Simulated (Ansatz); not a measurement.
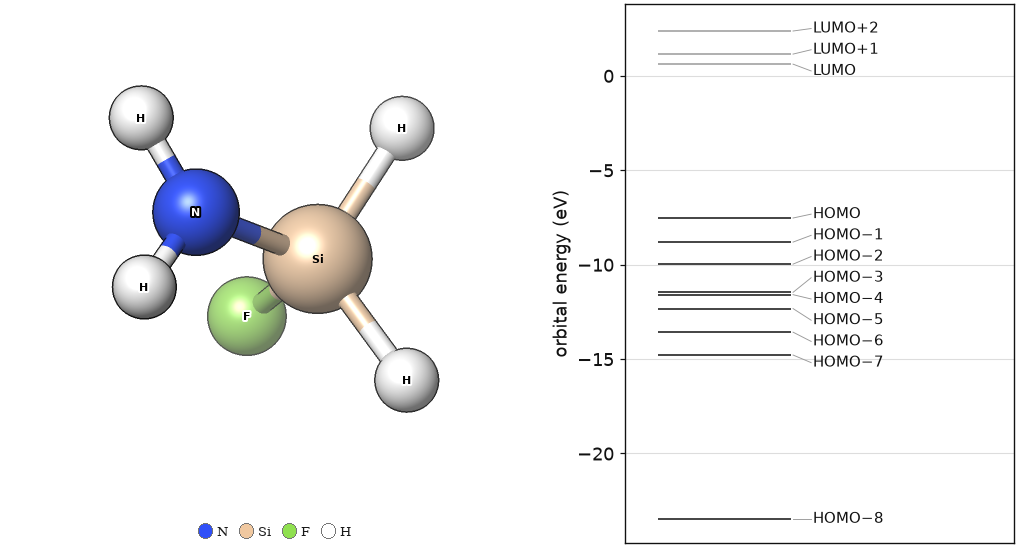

SiNH₄F, SMILES N[SiH2]F. Kohn-Sham orbital energies near the frontier, r2SCANh/def2-TZVPP, the Ansatz code 0.2.0, at a PBE0-D4/def2-TZVP geometry (a minimum by its frequencies), isolated molecule; empty levels in grey, levels within 0.03 eV side by side.

Question: Where do the frontier orbitals lie?

Answer: HOMO at −7.53 eV, LUMO at 0.62 eV, 8.15 eV apart.

Question: How far below the HOMO does the next level lie?

Answer: 1.28 eV.

Known limits of this run: empty levels above zero depend strongly on the basis.
